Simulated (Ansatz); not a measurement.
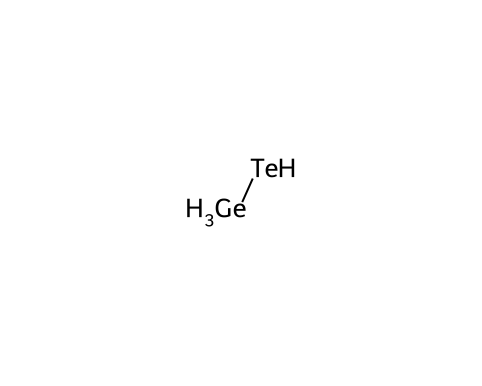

**Write the SMILES.**

[GeH3][TeH]

**What is the molecular formula?**

GeH4Te.

The parts below concern this one geometry. Atoms keep their numbers from picture to picture. The geometry was computed by an optimisation with PBE0-D4/def2-TZVP.

**Dipole moment**

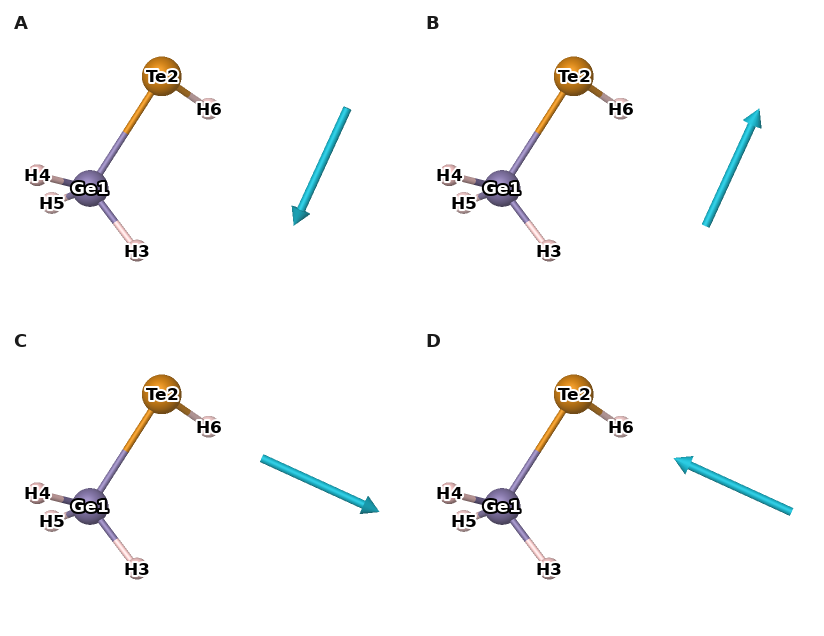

The same molecule four times, each with an arrow. Properties computed with RKS ωB97M-V/def2-TZVPP, core potentials on Te (Ansatz 0.2.0).

**Which arrow points along the dipole moment, from the negative to the positive end?**

A. The dipole moment is 0.77 D; it points from the side of Te2 to the side of H3, H5 (the outermost atoms at the two ends).

**Vibrations**

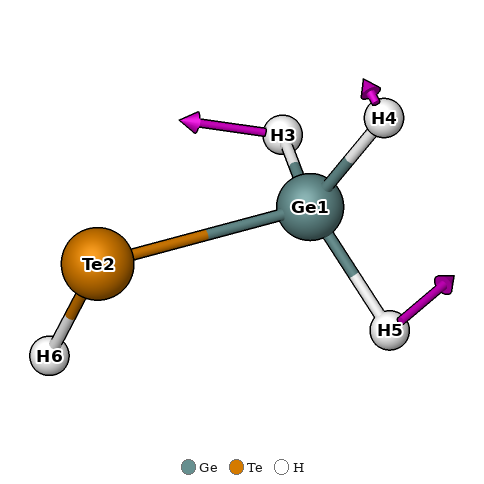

The arrows show one normal mode. Harmonic vibrations computed with RKS PBE0-D4/def2-TZVP, core potentials on Te (Ansatz 0.2.0) at a stationary point of the same level.

**What kind of motion is it?**

Mostly H–Ge–Te bending.

**Estimate its harmonic wavenumber.**

512 cm⁻¹; it is mode 4 of 12 counted from the lowest.

**Charges**

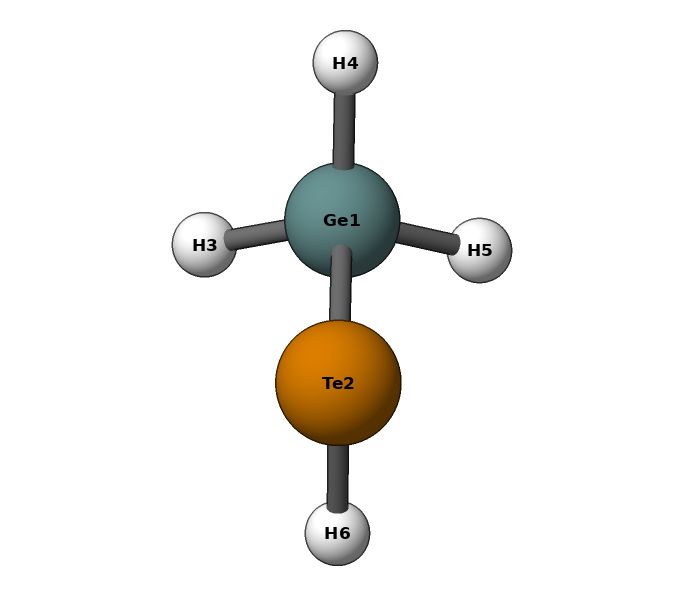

The questions are on Mulliken charges. Level of theory: RKS PBE0-D4/def2-TZVP, core potentials on Te (Ansatz 0.2.0).

List the Mulliken charges.

| atom | value (e) |
| --- | --- |
| Ge1 | 0.07 |
| Te2 | −0.22 |
| H3 | 0.03 |
| H4 | 0.03 |
| H5 | 0.03 |
| H6 | 0.07 |

**Thermal motion**

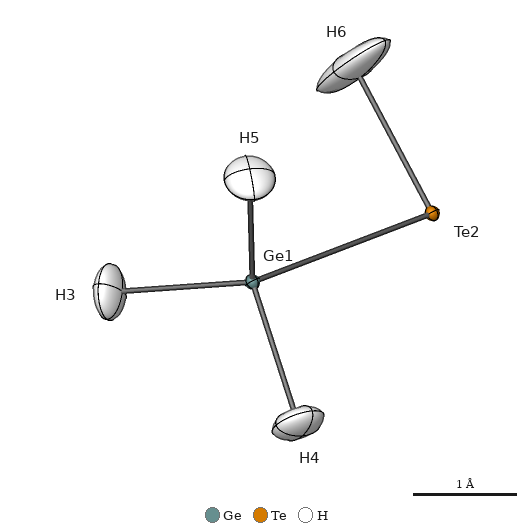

Displacement ellipsoids at the 50 % level, from the internal vibrations of the free molecule (harmonic, no overall translation or rotation; no half-axis is drawn under 0.075 Å). Vibrations computed with RKS PBE0-D4/def2-TZVP, core potentials on Te (Ansatz 0.2.0). Temperature: 100 K.

**Which atom moves most?**

H6, with U_eq = 0.0559 Å².

**Does H6 move more along its bond or across it?**

Across it: the root-mean-square amplitude is 0.088 Å along the bond and up to 0.359 Å across, since bending and torsion are softer than stretching.

List U_eq and the three principal root-mean-square amplitudes for each kind of atom.

| atom | U_eq (Å²) | rms amplitudes (Å) |
| --- | --- | --- |
| Ge1 | 0.00023 | 0.004, 0.005, 0.025 |
| Te2 | 0.00008 | 0.001, 0.003, 0.015 |
| H3, H5 | 0.0220 | 0.088, 0.160, 0.181 |
| H4 | 0.0225 | 0.087, 0.169, 0.177 |
| H6 | 0.0559 | 0.088, 0.176, 0.359 |

Mulliken values depend strongly on the basis set and can even reverse the polarity of a bond.
